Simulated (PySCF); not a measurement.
# C2H6OSSi: NMR shifts at several levels of theory, part 1 of 2

Aim: compute the NMR shifts of C2H6OSSi (`[SiH3]O[C@H]1CS1`) at several levels, and see how far they spread and what each costs.

Programs: PySCF 2.14.0, with density-fitted response routines of our own. Each step states its level of theory. These are calculated values for one molecule in the gas phase, unless marked as measured. Atoms are numbered from 0 throughout.

### Step 1. The molecule as given

11 atoms, charge 0, multiplicity 1; geometry from: GFN2-xTB. The atoms were then displaced at random by about 0.01 Å, so the start is not that level's minimum.

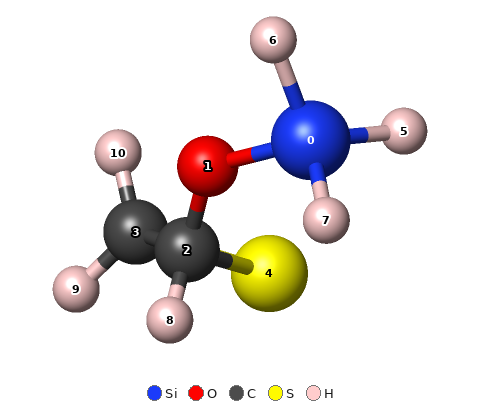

As it starts; silicon blue, oxygen red, carbon dark grey, sulfur yellow, hydrogen pink, atoms numbered.

### Step 2. Geometry optimisation at PBE0-D3(BJ)/def2-SVP

What the job is given:

```
{"job": {"xc": "PBE0", "basis": "def2-SVP", "d3": "d3bj", "grid": 1, "shake": 0.01, "kind": "geom"}, "charge": 0, "multiplicity": 1}
Si     1.945280     0.416840    -0.012970
O      0.369960     0.248990     0.476210
C     -0.619520    -0.554220     0.005110
C     -1.951750    -0.035090    -0.065440
S     -1.225320    -0.313200    -1.684080
H      1.955110     0.901820    -1.407160
H      2.321760     1.436560     0.966150
H      2.654790    -0.825540     0.091240
H     -0.454400    -1.600410     0.265580
H     -2.809410    -0.701110     0.187560
H     -2.148400     0.999520     0.202060
```

Command:

```bash
$ OMP_NUM_THREADS=1 python probes_run.py task.json out
```

The driver reads the jobs from task.json and runs them one after another.

The log of the run:

```text
step   0  E = -841.95732735  max force = 0.043243
step   1  E = -841.96409004  max force = 0.007133
step   2  E = -841.96440130  max force = 0.002159
step   3  E = -841.96446820  max force = 0.001222
step   4  E = -841.96449187  max force = 0.000947
step   5  E = -841.96450147  max force = 0.000584
step   6  E = -841.96450598  max force = 0.000492
step   7  E = -841.96450905  max force = 0.000414
optimisation converged
```

Wall time 27 s (1 thread of Arm Neoverse V2, shared host); peak memory 0.45 GiB.

Step by step:

```csv
step,energy from step 0 (eV),largest force component (eV/Å)
0,0.0000,2.2236
1,-0.1840,0.3668
2,-0.1925,0.1110
3,-0.1943,0.0628
4,-0.1950,0.0487
5,-0.1952,0.0300
6,-0.1953,0.0253
7,-0.1954,0.0213
```

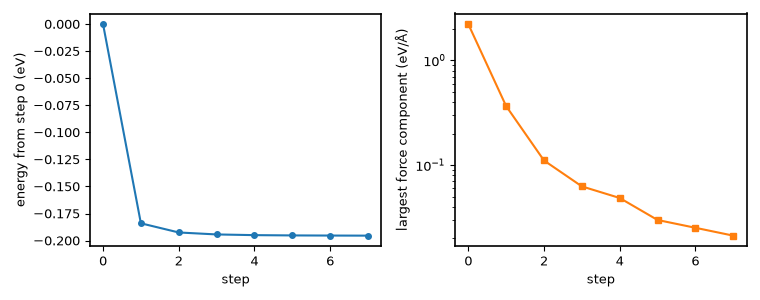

Energy and largest force along the relaxation.

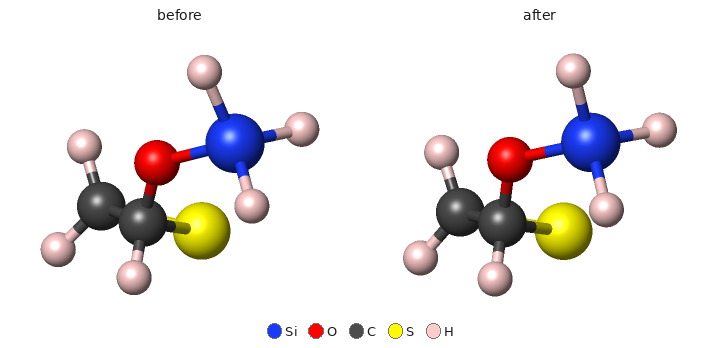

The geometry before (left) and after (right).

Close pairs (by a distance rule), those that changed most:

```csv
bond,before (Å),after (Å),change (Å)
Si0–H7,1.434,1.496,+0.061
C2–C3,1.432,1.471,+0.040
Si0–O1,1.658,1.682,+0.024
Si0–H6,1.463,1.486,+0.023
C3–S4,1.796,1.817,+0.021
C2–S4,1.811,1.831,+0.021
C3–H9,1.115,1.095,-0.020
Si0–H5,1.476,1.490,+0.014
```

The final coordinates are the input of the step that follows.

```csv
at the end point,value
point group (found at 0.08 Å tolerance),C1
"rotational constants (GHz, main isotopes)","7.476, 1.853, 1.588"
dipole moment (D),1.22
```

### Step 3. NMR shieldings: PBE0/pcSseg-2

What the job is given:

```
{"job": {"kind": "nmr", "xc": "PBE0", "basis": "pcSseg-2", "pop": false}, "charge": 0, "multiplicity": 1}
Si     2.028832     0.152502    -0.358424
O      0.443089     0.015241     0.186259
C     -0.456509    -0.859663    -0.357150
C     -1.853796    -0.413005    -0.471024
S     -1.029840    -0.609177    -2.078457
H      2.057667     0.606826    -1.777438
H      2.667700     1.150062     0.538317
H      2.718618    -1.169558    -0.244680
H     -0.266507    -1.915059    -0.114407
H     -2.659253    -1.122820    -0.254791
H     -2.046534     0.620723    -0.165720
```

With the program's defaults for keys left out, this is: GIAO PBE0/pcSseg-2 NMR shielding, non-relativistic, gas phase.

The log of the run:

```text
coarse grid: 10232 points
cycle   1  E = -842.3109926328  dE =  5.429e-01  |g| = 6.362e-01  |ddm| = 2.461e+00
cycle   2  E = -842.2002664302  dE =  1.107e-01  |g| = 1.008e+00  |ddm| = 1.145e+00
cycle   3  E = -842.3810508369  dE = -1.808e-01  |g| = 9.724e-02  |ddm| = 8.234e-01
cycle   4  E = -842.3825952375  dE = -1.544e-03  |g| = 5.321e-02  |ddm| = 1.487e-01
cycle   5  E = -842.3832658804  dE = -6.706e-04  |g| = 1.378e-02  |ddm| = 6.077e-02
cycle   6  E = -842.3833059925  dE = -4.011e-05  |g| = 4.348e-03  |ddm| = 1.364e-02
cycle   7  E = -842.3833102696  dE = -4.277e-06  |g| = 9.941e-04  |ddm| = 4.642e-03
final grid: 89528 points
cycle   8  E = -842.3897670695  dE = -4.722e-05  |g| = 9.797e-03  |ddm| = 3.211e-02
cycle   9  E = -842.3897361261  dE =  3.094e-05  |g| = 1.509e-02  |ddm| = 1.681e-02
cycle  10  E = -842.3897868362  dE = -5.071e-05  |g| = 8.512e-04  |ddm| = 1.193e-02
cycle  11  E = -842.3897869879  dE = -1.517e-07  |g| = 3.428e-04  |ddm| = 1.180e-03
cycle  12  E = -842.3897870098  dE = -2.192e-08  |g| = 1.163e-04  |ddm| = 3.278e-04
cycle  13  E = -842.3897870123  dE = -2.510e-09  |g| = 2.444e-05  |ddm| = 1.107e-04
cycle  14  E = -842.3897870125  dE = -1.630e-10  |g| = 5.129e-06  |ddm| = 3.450e-05
converged SCF energy = -842.3897870125

GIAO shielding tensors (ppm)
atom      isotropic    diamagn.    paramagn.     s11        s22        s33       span
  0 Si     372.766     877.316    -504.551    327.599    337.415    453.283    125.684
  1 O      270.616     395.877    -125.261    201.238    298.234    312.374    111.136
  2 C      111.484     241.978    -130.495     58.907    107.274    168.269    109.362
  3 C      153.724     249.103     -95.380    126.950    157.184    177.037     50.087
  4 S      667.825    1055.218    -387.393    230.591    678.379   1094.505    863.915
  5 H       26.361      28.664      -2.304     22.675     25.818     30.589      7.915
  6 H       26.502      28.738      -2.236     23.331     24.480     31.695      8.363
  7 H       26.345      28.376      -2.030     23.419     24.237     31.380      7.961
  8 H       26.012      28.293      -2.281     18.994     25.770     33.272     14.278
  9 H       28.856      28.156       0.700     23.082     25.012     38.473     15.391
 10 H       28.851      30.193      -1.342     23.584     26.175     36.794     13.211
```

Wall time 27 s (1 thread of Arm Neoverse V2, shared host); peak memory 1.1 GiB.

The references, computed at this level on geometries of the same kind, shield at (ppm): ¹H TMS 31.25, ¹³C TMS 184.1, ²⁹Si TMS 341.3, ¹⁷O H2O 328.2, ³³S CS2 503. Their shielding less the atom's gives the shift. The references are single molecules in the gas phase, so shifts against H2O, NH3, PH3, H3PO4 or CFCl3 are not on the usual liquid scales and can be off by tens of ppm. Atoms listed in one row are averaged.

```
     atoms                         environment  σ (ppm)  δ (ppm)
        C2                thiirane ring carbon    111.5     72.6
        C3                thiirane ring carbon    153.7     30.4
        H8  hydrogen on a thiirane ring carbon    26.01     5.23
H5, H6, H7   hydrogen on a silicon bonded to O    26.40     4.84
       H10  hydrogen on a thiirane ring carbon    28.85     2.39
        H9  hydrogen on a thiirane ring carbon    28.86     2.39
       Si0            silicon bonded to O, 3 H    372.8    -31.5
        O1              oxygen bonded to C, Si    270.6     57.5
        S4                      sulfide sulfur      668     -165
```

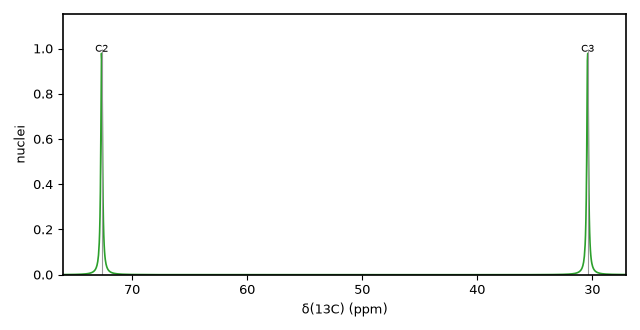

¹³C lines at the computed shifts, without couplings. Lines are broadened to a width of 0.17 ppm (Lorentzian).

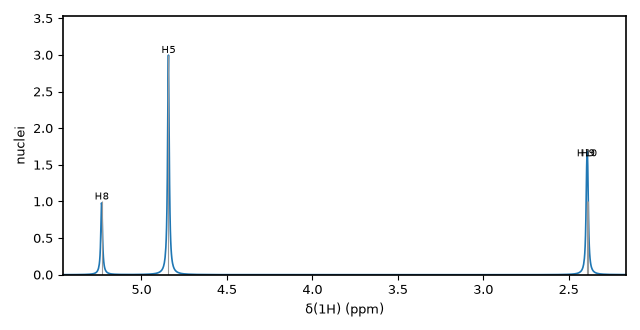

¹H lines at the computed shifts, without couplings. Lines are broadened to a width of 0.01 ppm (Lorentzian).

Ring of atoms C2, C3, S4: NICS(0) -46.9, NICS(1) -8.6, NICS(1)zz -21.2 ppm (means of both faces; NICS(1) differs between them: -9.8 and -7.5).

The two faces differ (NICS(1)zz -24.9 and -17.5 ppm).

In rings of three or four atoms NICS is ruled by the nearby σ bonds, so it says little on aromaticity.

### Step 4. Shielding tensors: mPW1PW91/pcSseg-2

Same as in step 3 but for these lines:

```diff
@@ -1,2 +1,2 @@
-{"job": {"kind": "nmr", "xc": "PBE0", "basis": "pcSseg-2", "pop": false}, "charge": 0, "multiplicity": 1}
+{"job": {"kind": "nmr", "xc": "mPW1PW91", "basis": "pcSseg-2", "pop": false}, "charge": 0, "multiplicity": 1}
 Si     2.028832     0.152502    -0.358424
```

Method: GIAO mPW1PW91/pcSseg-2 NMR shielding, non-relativistic, gas phase.

The log of the run:

```text
coarse grid: 10232 points
cycle   1  E = -842.7389930753  dE =  5.433e-01  |g| = 6.517e-01  |ddm| = 2.456e+00
cycle   2  E = -842.6220153200  dE =  1.170e-01  |g| = 1.034e+00  |ddm| = 1.182e+00
cycle   3  E = -842.8123895929  dE = -1.904e-01  |g| = 9.888e-02  |ddm| = 8.544e-01
cycle   4  E = -842.8140005479  dE = -1.611e-03  |g| = 5.445e-02  |ddm| = 1.528e-01
cycle   5  E = -842.8147010158  dE = -7.005e-04  |g| = 1.418e-02  |ddm| = 6.182e-02
cycle   6  E = -842.8147440413  dE = -4.303e-05  |g| = 4.313e-03  |ddm| = 1.388e-02
cycle   7  E = -842.8147482534  dE = -4.212e-06  |g| = 1.007e-03  |ddm| = 4.747e-03
final grid: 89528 points
cycle   8  E = -842.8202985132  dE = -4.501e-05  |g| = 6.987e-03  |ddm| = 3.126e-02
cycle   9  E = -842.8202825152  dE =  1.600e-05  |g| = 1.068e-02  |ddm| = 1.229e-02
cycle  10  E = -842.8203087545  dE = -2.624e-05  |g| = 6.579e-04  |ddm| = 8.885e-03
cycle  11  E = -842.8203088447  dE = -9.014e-08  |g| = 3.229e-04  |ddm| = 1.017e-03
cycle  12  E = -842.8203088653  dE = -2.064e-08  |g| = 9.805e-05  |ddm| = 3.075e-04
cycle  13  E = -842.8203088670  dE = -1.678e-09  |g| = 2.107e-05  |ddm| = 8.750e-05
cycle  14  E = -842.8203088671  dE = -1.066e-10  |g| = 5.037e-06  |ddm| = 2.723e-05
converged SCF energy = -842.8203088671

GIAO shielding tensors (ppm)
atom      isotropic    diamagn.    paramagn.     s11        s22        s33       span
  0 Si     372.027     877.425    -505.398    327.506    337.395    451.180    123.674
  1 O      270.334     395.876    -125.542    201.709    297.759    311.535    109.826
  2 C      110.695     241.994    -131.298     58.222    106.689    167.175    108.954
  3 C      152.919     249.464     -96.545    126.104    156.541    176.111     50.007
  4 S      663.360    1055.461    -392.101    224.434    672.815   1092.831    868.397
  5 H       26.441      28.736      -2.295     22.757     25.908     30.656      7.900
  6 H       26.587      28.809      -2.222     23.423     24.569     31.769      8.346
  7 H       26.425      28.453      -2.027     23.504     24.332     31.440      7.935
  8 H       26.079      28.302      -2.223     19.090     25.846     33.300     14.210
  9 H       28.909      28.148       0.761     23.174     25.084     38.469     15.295
 10 H       28.895      30.232      -1.337     23.663     26.224     36.797     13.134
```

Run time: 27 s. Hardware: 1 thread of Arm Neoverse V2, shared host; peak memory 1.2 GiB.

Key values: δ C2 72.8, C3 30.6, Si0 -32.0, O1 56.8, H8 5.21, H5 4.81 ppm (means over like atoms).

### Step 5. Shielding tensors: WP04/pcSseg-2

Same as in step 4 but for these lines:

```diff
@@ -1,2 +1,2 @@
-{"job": {"kind": "nmr", "xc": "mPW1PW91", "basis": "pcSseg-2", "pop": false}, "charge": 0, "multiplicity": 1}
+{"job": {"kind": "nmr", "xc": "WP04", "basis": "pcSseg-2", "pop": false}, "charge": 0, "multiplicity": 1}
 Si     2.028832     0.152502    -0.358424
```

Method: GIAO WP04/pcSseg-2 NMR shielding, non-relativistic, gas phase.

The log of the run:

```text
coarse grid: 10232 points
cycle   1  E = -853.2707828094  dE =  5.000e-01  |g| = 9.748e-01  |ddm| = 2.386e+00
cycle   2  E = -852.8007610237  dE =  4.700e-01  |g| = 1.801e+00  |ddm| = 2.151e+00
cycle   3  E = -853.4170444261  dE = -6.163e-01  |g| = 2.520e-01  |ddm| = 1.863e+00
cycle   4  E = -853.4283518060  dE = -1.131e-02  |g| = 1.217e-01  |ddm| = 3.438e-01
cycle   5  E = -853.4316529761  dE = -3.301e-03  |g| = 4.555e-02  |ddm| = 1.359e-01
cycle   6  E = -853.4321392491  dE = -4.863e-04  |g| = 1.084e-02  |ddm| = 3.960e-02
cycle   7  E = -853.4321652530  dE = -2.600e-05  |g| = 3.043e-03  |ddm| = 1.207e-02
cycle   8  E = -853.4321673838  dE = -2.131e-06  |g| = 9.539e-04  |ddm| = 4.315e-03
final grid: 89528 points
cycle   9  E = -853.4411164318  dE = -8.305e-05  |g| = 6.298e-03  |ddm| = 4.169e-02
cycle  10  E = -853.4411021650  dE =  1.427e-05  |g| = 1.013e-02  |ddm| = 9.217e-03
cycle  11  E = -853.4411240164  dE = -2.185e-05  |g| = 1.176e-03  |ddm| = 7.044e-03
cycle  12  E = -853.4411243428  dE = -3.265e-07  |g| = 5.130e-04  |ddm| = 1.930e-03
cycle  13  E = -853.4411243963  dE = -5.347e-08  |g| = 2.341e-04  |ddm| = 6.122e-04
cycle  14  E = -853.4411244064  dE = -1.014e-08  |g| = 5.285e-05  |ddm| = 1.783e-04
cycle  15  E = -853.4411244070  dE = -5.705e-10  |g| = 8.325e-06  |ddm| = 5.210e-05
converged SCF energy = -853.4411244070

GIAO shielding tensors (ppm)
atom      isotropic    diamagn.    paramagn.     s11        s22        s33       span
  0 Si     368.264     879.353    -511.089    332.131    341.751    430.911     98.780
  1 O      258.559     398.644    -140.085    200.750    278.521    296.406     95.656
  2 C       96.059     242.904    -146.844     41.509     93.816    152.853    111.344
  3 C      139.714     249.669    -109.955    111.374    144.173    163.594     52.220
  4 S      597.251    1059.388    -462.136    148.268    591.640   1051.847    903.579
  5 H       27.421      29.602      -2.181     23.827     26.961     31.475      7.648
  6 H       27.577      29.598      -2.021     24.501     25.597     32.634      8.133
  7 H       27.381      29.227      -1.845     24.560     25.406     32.178      7.618
  8 H       26.544      28.899      -2.356     19.826     26.489     33.317     13.491
  9 H       29.242      28.407       0.835     23.927     25.698     38.101     14.174
 10 H       29.192      31.021      -1.829     24.321     26.706     36.548     12.227
```

Wall time 28 s (1 thread of Arm Neoverse V2, shared host); peak memory 1.1 GiB.

This run: δ C2 76.0, C3 32.4, Si0 -40.3, O1 55.5, H8 5.07, H5 4.15 ppm (means over like atoms).

### Step 6. NMR shieldings: B97-2/pcSseg-2

Same as in step 5 but for these lines:

```diff
@@ -1,2 +1,2 @@
-{"job": {"kind": "nmr", "xc": "WP04", "basis": "pcSseg-2", "pop": false}, "charge": 0, "multiplicity": 1}
+{"job": {"kind": "nmr", "xc": "B97-2", "basis": "pcSseg-2", "pop": false}, "charge": 0, "multiplicity": 1}
 Si     2.028832     0.152502    -0.358424
```

Method: GIAO B97-2/pcSseg-2 NMR shielding, non-relativistic, gas phase.

The log of the run:

```text
coarse grid: 10232 points
cycle   1  E = -842.7270984434  dE =  5.260e-01  |g| = 6.610e-01  |ddm| = 2.451e+00
cycle   2  E = -842.5905024353  dE =  1.366e-01  |g| = 1.082e+00  |ddm| = 1.257e+00
cycle   3  E = -842.8032123684  dE = -2.127e-01  |g| = 1.063e-01  |ddm| = 9.353e-01
cycle   4  E = -842.8051708057  dE = -1.958e-03  |g| = 5.856e-02  |ddm| = 1.665e-01
cycle   5  E = -842.8059861067  dE = -8.153e-04  |g| = 1.610e-02  |ddm| = 6.632e-02
cycle   6  E = -842.8060443293  dE = -5.822e-05  |g| = 4.415e-03  |ddm| = 1.527e-02
cycle   7  E = -842.8060487319  dE = -4.403e-06  |g| = 1.168e-03  |ddm| = 5.397e-03
final grid: 89528 points
cycle   8  E = -842.8130642090  dE = -7.105e-05  |g| = 5.090e-03  |ddm| = 3.801e-02
cycle   9  E = -842.8130601931  dE =  4.016e-06  |g| = 6.059e-03  |ddm| = 6.389e-03
cycle  10  E = -842.8130672472  dE = -7.054e-06  |g| = 1.309e-03  |ddm| = 4.959e-03
cycle  11  E = -842.8130675474  dE = -3.002e-07  |g| = 1.760e-04  |ddm| = 8.873e-04
cycle  12  E = -842.8130675525  dE = -5.019e-09  |g| = 8.351e-05  |ddm| = 2.400e-04
cycle  13  E = -842.8130675539  dE = -1.432e-09  |g| = 1.979e-05  |ddm| = 9.172e-05
cycle  14  E = -842.8130675540  dE = -9.800e-11  |g| = 6.343e-06  |ddm| = 2.753e-05
converged SCF energy = -842.8130675540

GIAO shielding tensors (ppm)
atom      isotropic    diamagn.    paramagn.     s11        s22        s33       span
  0 Si     381.038     877.541    -496.503    338.253    347.841    457.020    118.768
  1 O      269.958     396.465    -126.507    202.476    296.381    311.016    108.540
  2 C      111.204     242.693    -131.489     58.971    107.073    167.567    108.596
  3 C      153.098     249.431     -96.333    126.681    156.088    176.526     49.845
  4 S      668.081    1055.811    -387.730    239.215    674.920   1090.108    850.893
  5 H       26.572      28.908      -2.336     22.904     26.053     30.760      7.857
  6 H       26.726      28.965      -2.239     23.571     24.717     31.889      8.317
  7 H       26.553      28.591      -2.038     23.648     24.467     31.544      7.896
  8 H       26.130      28.424      -2.294     19.128     25.936     33.325     14.197
  9 H       28.966      28.133       0.833     23.252     25.184     38.463     15.211
 10 H       28.961      30.421      -1.460     23.747     26.332     36.805     13.058
```

It took 27 s on 1 thread of Arm Neoverse V2, shared host; peak memory 1.2 GiB.

In short: δ C2 72.3, C3 30.4, Si0 -33.4, O1 56.3, H8 5.23, H5 4.74 ppm (means over like atoms).

### Step 7. Shielding tensors: BHandHLYP/pcSseg-2

Same as in step 6 but for these lines:

```diff
@@ -1,2 +1,2 @@
-{"job": {"kind": "nmr", "xc": "B97-2", "basis": "pcSseg-2", "pop": false}, "charge": 0, "multiplicity": 1}
+{"job": {"kind": "nmr", "xc": "BHandHLYP", "basis": "pcSseg-2", "pop": false}, "charge": 0, "multiplicity": 1}
 Si     2.028832     0.152502    -0.358424
```

Level: GIAO BHandHLYP/pcSseg-2 NMR shielding, non-relativistic, gas phase.

The log of the run:

```text
coarse grid: 10232 points
cycle   1  E = -842.6488114804  dE =  6.277e-01  |g| = 6.370e-01  |ddm| = 2.398e+00
cycle   2  E = -842.6310686528  dE =  1.774e-02  |g| = 7.453e-01  |ddm| = 8.616e-01
cycle   3  E = -842.7287408692  dE = -9.767e-02  |g| = 5.674e-02  |ddm| = 4.760e-01
cycle   4  E = -842.7293039238  dE = -5.631e-04  |g| = 2.997e-02  |ddm| = 7.981e-02
cycle   5  E = -842.7295161636  dE = -2.122e-04  |g| = 9.200e-03  |ddm| = 3.973e-02
cycle   6  E = -842.7295339205  dE = -1.776e-05  |g| = 2.411e-03  |ddm| = 1.064e-02
cycle   7  E = -842.7295355424  dE = -1.622e-06  |g| = 7.146e-04  |ddm| = 3.200e-03
final grid: 89528 points
cycle   8  E = -842.7343873838  dE = -2.017e-05  |g| = 2.290e-03  |ddm| = 1.865e-02
cycle   9  E = -842.7343872756  dE =  1.081e-07  |g| = 2.306e-03  |ddm| = 3.287e-03
cycle  10  E = -842.7343885470  dE = -1.271e-06  |g| = 3.160e-04  |ddm| = 2.055e-03
cycle  11  E = -842.7343885690  dE = -2.202e-08  |g| = 1.174e-04  |ddm| = 4.331e-04
cycle  12  E = -842.7343885719  dE = -2.925e-09  |g| = 3.634e-05  |ddm| = 1.354e-04
cycle  13  E = -842.7343885722  dE = -2.719e-10  |g| = 1.086e-05  |ddm| = 3.751e-05
converged SCF energy = -842.7343885722

GIAO shielding tensors (ppm)
atom      isotropic    diamagn.    paramagn.     s11        s22        s33       span
  0 Si     382.813     875.892    -493.080    342.577    352.094    453.767    111.190
  1 O      279.257     396.594    -117.337    216.421    304.840    316.510    100.089
  2 C      115.399     239.302    -123.903     65.525    110.255    170.416    104.891
  3 C      155.502     246.543     -91.041    128.348    158.375    179.784     51.436
  4 S      674.377    1055.218    -380.841    221.142    678.017   1123.972    902.830
  5 H       26.811      28.767      -1.957     23.025     26.364     31.042      8.016
  6 H       26.932      28.845      -1.912     23.719     24.853     32.225      8.506
  7 H       26.795      28.501      -1.706     23.850     24.742     31.792      7.942
  8 H       26.423      28.423      -1.999     19.457     26.051     33.761     14.304
  9 H       29.101      28.368       0.733     23.300     25.196     38.808     15.508
 10 H       29.086      30.237      -1.151     23.806     26.284     37.168     13.362
```

Run time: 27 s. Hardware: 1 thread of Arm Neoverse V2, shared host; peak memory 1.1 GiB.

In short: δ C2 68.9, C3 28.8, Si0 -37.1, O1 47.4, H8 5.03, H5 4.60 ppm (means over like atoms).

### Step 8. Shielding tensors: CAM-B3LYP/pcSseg-2

Same as in step 7 but for these lines:

```diff
@@ -1,2 +1,2 @@
-{"job": {"kind": "nmr", "xc": "BHandHLYP", "basis": "pcSseg-2", "pop": false}, "charge": 0, "multiplicity": 1}
+{"job": {"kind": "nmr", "xc": "CAM-B3LYP", "basis": "pcSseg-2", "pop": false}, "charge": 0, "multiplicity": 1}
 Si     2.028832     0.152502    -0.358424
```

Level: GIAO CAM-B3LYP/pcSseg-2 NMR shielding, non-relativistic, gas phase.

The log of the run:

```text
coarse grid: 10232 points
cycle   1  E = -842.6772787612  dE =  6.106e-01  |g| = 7.023e-01  |ddm| = 2.387e+00
cycle   2  E = -842.6236363828  dE =  5.364e-02  |g| = 9.286e-01  |ddm| = 9.945e-01
cycle   3  E = -842.7702586792  dE = -1.466e-01  |g| = 6.751e-02  |ddm| = 5.660e-01
cycle   4  E = -842.7709869364  dE = -7.283e-04  |g| = 4.062e-02  |ddm| = 1.035e-01
cycle   5  E = -842.7713518002  dE = -3.649e-04  |g| = 1.083e-02  |ddm| = 4.518e-02
cycle   6  E = -842.7713774340  dE = -2.563e-05  |g| = 2.952e-03  |ddm| = 1.347e-02
cycle   7  E = -842.7713798486  dE = -2.415e-06  |g| = 8.045e-04  |ddm| = 4.099e-03
final grid: 89528 points
cycle   8  E = -842.7787340457  dE = -3.351e-05  |g| = 2.990e-03  |ddm| = 2.053e-02
cycle   9  E = -842.7787337103  dE =  3.354e-07  |g| = 3.110e-03  |ddm| = 3.922e-03
cycle  10  E = -842.7787359455  dE = -2.235e-06  |g| = 4.163e-04  |ddm| = 2.492e-03
cycle  11  E = -842.7787359815  dE = -3.596e-08  |g| = 1.439e-04  |ddm| = 5.175e-04
cycle  12  E = -842.7787359856  dE = -4.142e-09  |g| = 4.190e-05  |ddm| = 1.663e-04
cycle  13  E = -842.7787359860  dE = -3.847e-10  |g| = 1.531e-05  |ddm| = 4.762e-05
converged SCF energy = -842.7787359860

GIAO shielding tensors (ppm)
atom      isotropic    diamagn.    paramagn.     s11        s22        s33       span
  0 Si     364.524     876.609    -512.085    318.894    329.120    445.558    126.664
  1 O      273.948     396.114    -122.166    207.836    300.510    313.499    105.664
  2 C      110.856     239.099    -128.243     58.968    105.613    167.986    109.018
  3 C      152.858     246.260     -93.402    125.143    156.689    176.743     51.600
  4 S      645.132    1055.300    -410.168    181.852    655.948   1097.597    915.745
  5 H       26.536      28.579      -2.043     22.846     26.002     30.762      7.916
  6 H       26.658      28.666      -2.008     23.505     24.626     31.842      8.336
  7 H       26.512      28.335      -1.823     23.618     24.420     31.498      7.880
  8 H       26.194      28.473      -2.279     19.279     25.933     33.370     14.091
  9 H       28.963      28.572       0.391     23.249     25.157     38.484     15.235
 10 H       28.970      30.084      -1.114     23.767     26.289     36.853     13.085
```

Wall time 37 s (1 thread of Arm Neoverse V2, shared host); peak memory 1.3 GiB.

Key values: δ C2 71.7, C3 29.7, Si0 -35.6, O1 55.8, H8 5.14, H5 4.77 ppm (means over like atoms).

(Continued in part 2 of 2.)
